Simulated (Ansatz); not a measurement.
## Single-point calculation, with input and output: C$_{4}$H$_{2}$F$_{4}$

System: C$_{4}$H$_{2}$F$_{4}$.
Method: RKS B2PLYP (frozen core)/def2-TZVPP (Ansatz 0.2.0).

The geometry comes from this level: PBE0-D4/def2-TZVP.

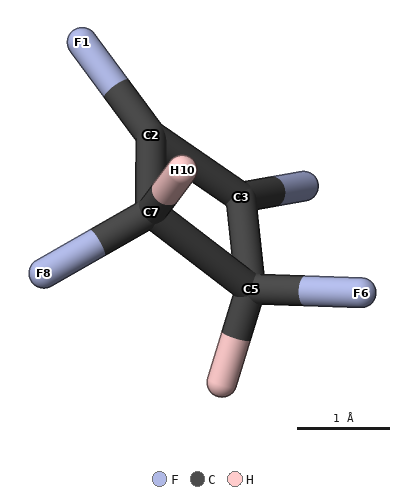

*The structure (stick view, seen at a tilt; atoms are numbered from 1 in the order of the input).*

Bond lengths as drawn: C–C 1.33 to 1.56 Å, C–F 1.31 to 1.37 Å and C–H 1.09 Å.

**Summary**

- outcome: converged
- total energy: −15042.8122 eV
- mean-field energy: −15028.7013 eV
- SCF solution under orbital rotations: stable
- hardware: 4 threads of Arm Neoverse V1, 23 GiB of memory available, shared host
- wall time: 8.5 s (CPU time 31 s)
- peak memory: 0.87 GiB

**Input**
```yaml
crystal:
  periodic: [false, false, false]
  atoms:
    - {symbol: F, position_ang: [0.356114, -2.327366, 0.625018]}
    - {symbol: C, position_ang: [0.069729, -1.094274, 0.293971]}
    - {symbol: C, position_ang: [-1.025531, -0.449311, -0.100523]}
    - {symbol: F, position_ang: [-2.289634, -0.758025, -0.237802]}
    - {symbol: C, position_ang: [-0.317247, 0.842717, -0.329372]}
    - {symbol: F, position_ang: [-0.748416, 1.893817, 0.438783]}
    - {symbol: C, position_ang: [0.944636, 0.110153, 0.208890]}
    - {symbol: F, position_ang: [1.984934, 0.019620, -0.680156]}
    - {symbol: H, position_ang: [-0.211842, 1.183861, -1.361453]}
    - {symbol: H, position_ang: [1.320356, 0.527510, 1.145545]}
basis:
  gaussian: {orbitals: def2-TZVPP}
hamiltonian: {xc: {name: B2PLYP}}
```

Launch command:
```bash
ansatz run in.yaml --threads 4 --pin off --events-out ev --progress --plain --max-ram 11315MiB
```

**The program's output**
```
Functional definition: B2PLYP
  name "B2PLYP"
  cite "Grimme, J. Chem. Phys. 124, 034108 (2006) doi:10.1063/1.2148954"
  cite "Becke, Phys. Rev. A 38, 3098 (1988) doi:10.1103/PhysRevA.38.3098"
  cite "Lee, Yang & Parr, Phys. Rev. B 37, 785 (1988) doi:10.1103/PhysRevB.37.785"
  parameter a = 0.53
  parameter c = 0.27
  exchange = (1 - a)*b88_x + a*exact_x
  correlation = (1 - c)*lyp_c + c*(mp2_os + mp2_ss)
1797 factors; integrals over basis functions are off by at most 9.4e-4 eV
mean field evaluation 1: about -15026.0469 eV, gradient 3.8e1 eV
mean field evaluation 2: about -15026.2536 eV, gradient 3.8e1 eV
mean field evaluation 4: about -15028.6470 eV, gradient 5.6e0 eV
mean field evaluation 8: about -15028.7009 eV, gradient 4.6e-1 eV
mean field evaluation 16: about -15028.7012 eV, gradient 6.9e-5 eV
mean field -15028.70119292 eV, -552.2945820202 hartree, gradient 3.8e-6 eV, S^2 0.000000; 0 other end points of the search recorded, 0 dependent functions left out
8 core orbitals not correlated: weight in the atoms' cores, before any rotation towards them, 1.000 or more for the frozen orbitals, at most 0.000 for the correlated occupied ones
reference -15028.70133110 eV, -552.2945870984 hartree; 23, 23 occupied and 245, 245 virtual orbitals, 1797 factors
second order -52.26237215 eV of doubles, -0.00000000 eV of singles
Total energy: -15042.81217158 eV, -552.8131509214 hartree
```
